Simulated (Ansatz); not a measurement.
Nudged elastic band of Al2H4Cl2O (part 2 of 2)

The same run, continued: Al2H4Cl2O; RKS PBE0/def2-SVP (Ansatz 0.2.0). The run did not end well. It belongs to a series of runs on one base structure; here: band between the two ends.

Geometry of the input (Å):
```
Al 0.0273  -0.1391  0.2639
H  -0.7516  0.9001  1.1445
Cl 1.9654  0.2969  -0.4534
Cl -1.3131  -0.9623  -1.4111
O  0.0334  -1.8749  0.9058
Al -1.0194  -2.9491  -0.2129
H  -0.0953  -3.9470  -1.0202
H  -2.4038  -3.3112  0.4557
H  0.7859  -2.2232  1.3985
```

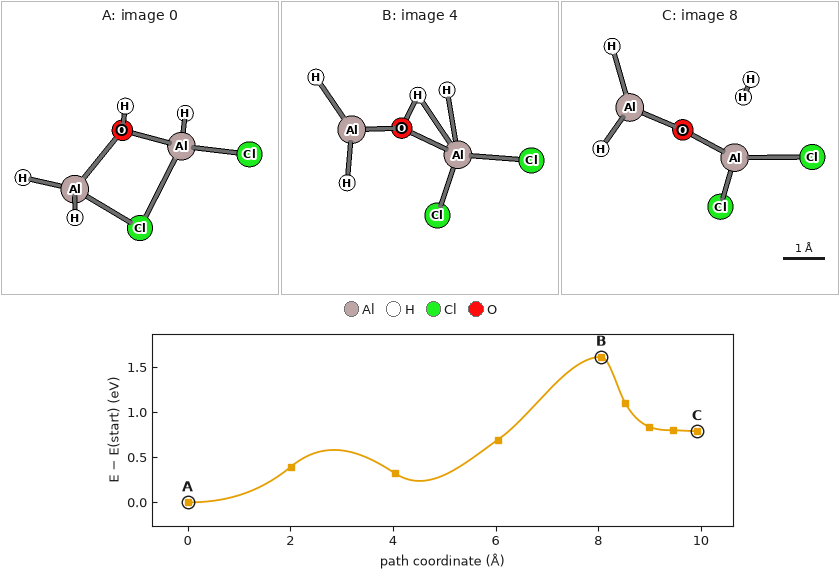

Images of the last band (counted from 0; ball-and-stick, seen at a tilt) above the energy along the path; the line is a cubic interpolation that uses the forces. The highest image is number 4, 1.615 eV above the start and 0.826 eV above the end (the climbing image); the end lies 0.790 eV above the start. The path is 9.92 Å long. The band had not converged after 60 iterations.

```
Unfinished report: {"positions_ang":[[-0.09472131387256133,-0.12360233575931337,-0.07011448221225856],[0.48181583562598645,-0.30474553671121685,1.569452530985153],[1.4581488955752937,0.3343060953982334,-1.408466775652601],[-1.8758026436196904,0.98586069676555,-0.16400231215569183],[-0.30420645304502214,-1.890544085577281,0.2940924766201733],[-0.7531276953496198,-3.536052271174665,-0.04806300659464813],[-0.5198709232478073,-4.5685466827219265,1.121876998983556],[-1.3390255471096375,-3.8317343231315086,-1.482266567147951],[0.1757898350430588,-1.2747415570878728,1.2581911271742674]],"unchecked":["starts","cluster_reference","orbital_swaps","neighbouring_geometries","increment"],"mean_field":{"relativity":"none","state":{"energy":{"ev":-40325.986882650315,"hartree":-1481.9526840017536},"converged":true,"gradient_ev":0.0000688788236955124,"stability":{"kind":"minimum","curvature_ev":38.09271290829672},"curvature_floor_ev":0.00030000000000000003,"spin_squared":-7.105427357601002e-15},"others":[],"fillings":{"estimated":0,"unestimated":0,"tried":0,"untried":0,"excluded_magnetic_sites":0},"n_dropped_functions":0,"n_trapped_functions":0,"passes":{"evaluations":2,"products":16},"factors":{"origin":"Cholesky decomposition","count":1043,"bound_ev":0.0008637254787772705},"gradient_stop_ev":0.00009,"reference_kind":"stationary","functional":{"name":"PBE0","citations":["Adamo & Barone, J. Chem. Phys. 110, 6158 (1999) doi:10.1063/1.478522","Perdew, Burke & Ernzerhof, Phys. Rev. Lett. 77, 3865 (1996) doi:10.1103/PhysRevLett.77.3865"],"text":"name \"PBE0\"\ncite \"Adamo & Barone, J. Chem. Phys. 110, 6158 (1999) doi:10.1063/1.478522\"\ncite \"Perdew, Burke & Ernzerhof, Phys. Rev. Lett. 77, 3865 (1996) doi:10.1103/PhysRevLett.77.3865\"\nparent pbe\nparameter a = 0.25\nparameter kappa = 0.804\nparameter beta = 0.06672455060314922\nexchange = (1 - a)*pbe_x(kappa = kappa, mu = beta*pi^2/3) + a*exact_x\ncorrelation = pbe_c(beta = beta)\n","parameters":{"a":{"value":0.25,"default":0.25},"beta":{"value":0.06672455060314922,"default":0.06672455060314922},"kappa":{"value":0.804,"default":0.804}},"final_grid":{"core_spheres":13.0,"valence_spheres":11.0,"degree":36.0},"final_grid_parameter_source":"default","radial_points_factor":1.0,"radial_grid_error_ev":3.235511906987185e-7,"grid_sensitivity":"normal","grid_sensitivity_ratio":0.001870803151768979},"unsmoothed_excess_ev":-0.00003459942082191279,"symmetry":{"irreps":["A"],"axes":[[0.9795975019296247,0.016542784649002374,-0.2002874696262742],[-0.003915098696845091,0.9979881044052689,0.06328045091315307],[0.20093134702040133,-0.06120522642417676,0.9776914206655044]],"occupied":[{"A":36},{"A":36}]},"held":{"pivots":1041,"left_out":1,"joined":2},"density_repulsion":{"missed_ev":0.000022212709948250636,"excess_ev":2.2069842476229247e-7,"most_excess_ev":0.0001944,"are_drawn_again":false,"n_first_factors":1043,"energy_change_ev":0.0,"n_dropped_ends":0}},"factors":{"origin":"Cholesky decomposition","count":1043,"bound_ev":0.0008637254787772705},"n_frozen":0,"n_occupied":[36,36],"n_virtual":[70,70],"reference":{"ev":-40325.986882650315,"hartree":-1481.9526840017536},"total":{"ev":-40325.986882650315,"hartree":-1481.9526840017536},"forces_ev_per_angstrom":[[0.002095121314605238,0.001284694839965287,0.00016974851943897849],[-0.00043733409292100227,0.0002957179277539261,-0.0003831860991698727],[-0.0006994993710291784,0.00007450735561478854,0.00041347136569116447],[-0.0006018797491691856,0.0005248963528880036,-0.00029189415631441194],[-0.0011088484683125922,-0.00004462284827117445,0.004128975693273777],[0.007715029356808776,-0.0014959772863562218,-0.002419587282825579],[-0.0026403911231002025,0.0004295308209674782,0.0007677120459451287],[-0.0028623550125009747,0.0007362237734170393,0.0011210371003001509],[-0.001459842834456495,-0.0018049709406852512,-0.003506277198044433]],"charge_distribution":{"dipole_moment_e_ang":[-0.0430531256883623,-0.7301924519304487,0.2714589382078697],"mulliken_charges_e":[0.7357934849214232,-0.22507701347269427,-0.28767986320610106,-0.28766054781545236,-0.6476932495069683,0.7542541945689205,-0.1581112113705847,-0.15498748052483502,0.27116168640624894],"lowdin_charges_e":[-0.354828317801994,-0.04681175438907759,0.0867728640792933,0.0868068386237475,0.020591112484690477,0.36398640982990216,-0.11454597186168902,-0.11131323785116187,0.0693420568862313]},"n_threads":2,"memory_gib":2.556818182580173,"seconds":{"hamiltonian":2.188851278,"orbitals":0.0,"second_order":0.0,"solver_start":0.0,"cycles":0.0,"cycle":0.0,"perturbative":0.0,"full_ci_increment":0.0,"forces":0.0}}
this run last wrote the band of iteration 60 to [file]; this run last wrote the band within `neb.f_tol` of iteration 26 to [file]
Error: NEB band did not converge after 60 iterations: max|band force component| = 2.71e-1 eV/Å (threshold 5.0e-2), which iteration 26 met ahead of a move of the climbing image (`neb.f_tol`); raise `neb.max_iterations` in a new run, which can start from the last band evaluated (`neb.initial_path`, with `crystal.atoms` and `neb.final_atoms` set to its first and last images), add images, or start from endpoints closer to local minima. Where this run's directory can be resumed (`checkpoint.write`), a resume goes on for up to `neb.max_iterations` more; to start a new run from the last band, take its images' positions from the `neb_iteration` event of iteration 60 (`data.images[].positions_ang`), in the event stream of the run that computed that iteration (not this run's, if it was resumed behind it). With `checkpoint.write`, `steps/00-neb/state/checkpoint.json` in the run directory holds the last saved band, under `neb.evaluated.images[].positions_ang` (a band under a hybrid functional on support functions is neither saved nor resumed: `neb.initial_path` says where its path is): check the last entry of `neb.iterations` there, which is earlier than 60 if that iteration was not saved or its write failed. If the band's step has no `state` directory and holds `state.next`, a write was cut short, and the file is under `state.next` instead (behind a loss of power it can be under `state.prev`)
this run wrote the band of iteration 60 to [file] as well, whether or not its events were kept: a new run's `neb.initial_path` can list its `images[].positions_ang`
a run's events are kept only if it was started with --events-out <file>, and are in that file
```

### The last band as extended XYZ (Å, eV, eV/Å)
```
9
Properties=species:S:1:pos:R:3:forces:R:3 image=0 energy=-40327.60225
Al    0.0273   -0.1391    0.2639   -0.0013  -0.0021   0.0025
H    -0.7516    0.9001    1.1445    0.0003   0.0009   0.0003
Cl    1.9654    0.2969   -0.4534    0.0029   0.0008   0.0005
Cl   -1.3131   -0.9623   -1.4111   -0.0048   0.0029  -0.0049
O     0.0334   -1.8749    0.9058    0.0021  -0.0006   0.0000
Al   -1.0194   -2.9491   -0.2129    0.0046  -0.0010   0.0026
H    -0.0953   -3.9470   -1.0202    0.0002  -0.0022  -0.0002
H    -2.4038   -3.3112    0.4557   -0.0009   0.0005   0.0007
H     0.7859   -2.2232    1.3985   -0.0030   0.0006  -0.0016
9
Properties=species:S:1:pos:R:3:forces:R:3 image=1 energy=-40327.20447
Al    0.0108   -0.1563    0.3359    0.0565  -0.0172  -0.0495
H    -0.0068    1.0954    1.2803   -0.1018  -0.0004   0.0080
Cl    1.5954   -0.5152   -1.0307    0.2297   0.2076   0.1329
Cl   -1.7403   -0.7098   -0.9844    0.1218  -0.0965  -0.1017
O    -0.3190   -1.7985    1.1505    0.0781  -0.0391  -0.1228
Al   -0.8461   -2.8525   -0.3308   -0.1629   0.0070   0.0734
H     0.4845   -3.5049   -0.8952   -0.1437   0.0785  -0.1096
H    -2.2165   -3.6182   -0.2874   -0.0967  -0.1230   0.1976
H     0.2668   -2.1498    1.8325    0.0189  -0.0168  -0.0283
9
Properties=species:S:1:pos:R:3:forces:R:3 image=2 energy=-40327.27709
Al   -0.3038   -0.1577    0.3907   -0.0517  -0.0481  -0.2223
H     0.4031    0.9457    1.2575    0.0360  -0.1039   0.0450
Cl    0.9845   -1.1964   -1.2358    0.0386   0.1716  -0.0018
Cl   -2.0420    0.1543   -0.7644   -0.1383   0.2504   0.2213
O    -0.4855   -1.8453    1.1547    0.2275  -0.0328  -0.1504
Al   -0.3087   -2.9438   -0.3915   -0.1696  -0.0256   0.0021
H     0.7546   -4.1029   -0.3251   -0.0051  -0.1408   0.2522
H    -1.7760   -2.9807   -0.9692    0.1345  -0.1552  -0.1398
H     0.0029   -2.0830    1.9538   -0.0719   0.0844  -0.0063
9
Properties=species:S:1:pos:R:3:forces:R:3 image=3 energy=-40326.90544
Al   -0.1726   -0.0427    0.2061    0.0970   0.0393   0.0251
H     0.6555    0.3876    1.4828    0.0041   0.1348   0.0004
Cl    1.0087   -0.7199   -1.4870   -0.0819  -0.2807  -0.0216
Cl   -1.9635    0.9612   -0.2933   -0.0221   0.0231  -0.0531
O    -0.6246   -1.8045    0.7616   -0.1037  -0.0237   0.1413
Al   -0.4666   -3.2784   -0.2513    0.3107   0.0844  -0.1797
H     0.2206   -4.3913    0.6377    0.0489   0.0290  -0.0697
H    -1.1749   -3.4460   -1.6386   -0.1113   0.1066   0.0459
H    -0.2537   -1.8757    1.6528   -0.1418  -0.1127   0.1115
9
Properties=species:S:1:pos:R:3:forces:R:3 image=4 energy=-40325.98685
Al   -0.0947   -0.1236   -0.0701    0.0021   0.0013   0.0002
H     0.4818   -0.3047    1.5695   -0.0004   0.0003  -0.0004
Cl    1.4581    0.3343   -1.4085   -0.0007   0.0001   0.0004
Cl   -1.8758    0.9859   -0.1640   -0.0006   0.0005  -0.0003
O    -0.3042   -1.8905    0.2941   -0.0011   0.0000   0.0041
Al   -0.7531   -3.5361   -0.0481    0.0077  -0.0015  -0.0024
H    -0.5199   -4.5685    1.1219   -0.0026   0.0004   0.0008
H    -1.3390   -3.8317   -1.4823   -0.0029   0.0007   0.0011
H     0.1758   -1.2747    1.2582   -0.0015  -0.0018  -0.0035
9
Properties=species:S:1:pos:R:3:forces:R:3 image=5 energy=-40326.50105
Al   -0.1259   -0.2711   -0.2241   -0.1734  -0.3186  -0.3032
H     0.4667   -0.2665    1.6729    0.0757   0.0459   0.2098
Cl    1.5832    0.2806   -1.3031    0.0207   0.0429   0.1176
Cl   -1.7734    1.0238   -0.2558    0.0711   0.0289   0.1034
O    -0.3807   -1.9293    0.1379   -0.1398  -0.0933  -0.3779
Al   -0.8076   -3.5639   -0.0745   -0.0438  -0.0791  -0.1046
H    -0.6403   -4.5406    1.1610   -0.0116  -0.0013  -0.0294
H    -1.3313   -3.9312   -1.5140   -0.0658  -0.1943  -0.0669
H     0.2382   -1.0116    1.4704    0.2668   0.5688   0.4512
9
Properties=species:S:1:pos:R:3:forces:R:3 image=6 energy=-40326.76238
Al   -0.1201   -0.3467   -0.3153   -0.0217  -0.0336  -0.0989
H     0.4936   -0.0952    1.7523    0.0294   0.0935   0.0316
Cl    1.6796    0.2730   -1.1860    0.0244   0.0173   0.0519
Cl   -1.6939    1.0339   -0.2638    0.0114   0.0129   0.0513
O    -0.4131   -1.9874   -0.0397   -0.0900  -0.0107  -0.0292
Al   -0.8960   -3.6166   -0.1351    0.1413  -0.0800  -0.0987
H    -0.7547   -4.5100    1.1656   -0.0589   0.0137  -0.0021
H    -1.3620   -4.1266   -1.5552   -0.0908  -0.1003  -0.0100
H     0.2957   -0.8342    1.6478    0.0551   0.0872   0.1041
9
Properties=species:S:1:pos:R:3:forces:R:3 image=7 energy=-40326.80202
Al   -0.0965   -0.4112   -0.3420    0.0212   0.0243   0.0654
H     0.3393    0.1236    1.7721   -0.0032  -0.0061  -0.0144
Cl    1.7556    0.1832   -1.1167   -0.0053   0.0098  -0.0160
Cl   -1.6113    1.0332   -0.2110    0.0128  -0.0203  -0.0237
O    -0.4247   -2.0484   -0.1103    0.0168  -0.0073  -0.0697
Al   -0.8903   -3.6858   -0.2119   -0.1822   0.0470   0.0857
H    -0.8102   -4.5458    1.1160    0.0674  -0.0247  -0.0254
H    -1.4781   -4.2215   -1.5810    0.0625  -0.0245  -0.0256
H     0.4452   -0.6371    1.7554    0.0101   0.0018   0.0238
9
Properties=species:S:1:pos:R:3:forces:R:3 image=8 energy=-40326.81264
Al   -0.0556   -0.4396   -0.3487    0.0080   0.0144   0.0119
H     0.0972    0.0803    1.7862    0.0041  -0.0070  -0.0008
Cl    1.8614    0.0675   -1.0228   -0.0019   0.0001  -0.0033
Cl   -1.5077    1.0724   -0.2474   -0.0001  -0.0047  -0.0036
O    -0.4930   -2.0575   -0.2022   -0.0049  -0.0094  -0.0119
Al   -0.9740   -3.6922   -0.2144   -0.0061  -0.0055   0.0228
H    -0.7830   -4.5233    1.1222    0.0000   0.0085  -0.0158
H    -1.5878   -4.2889   -1.5463    0.0034  -0.0020  -0.0018
H     0.6715   -0.4285    1.7441   -0.0025   0.0056   0.0025
```

### Outcome

| quantity | value |
| --- | --- |
| outcome | not converged |
| barrier, forward (band not converged) | 1.615 eV |
| barrier, backward | 0.826 eV |
| hardware | 2 threads of Arm Neoverse V2, 24 GiB of memory available, shared host |
| wall time | 17 min (CPU time 29 min) |
| peak memory | 0.23 GiB |

### Diagnosis

The run did not converge: “NEB band did not converge after 60 iterations: max|band force component| = 2.71e-1 eV/Å (threshold 5.0e-2), which iteration 26 met ahead of a move of the climbing image (`neb.f_tol`) …” Its last values are not results.
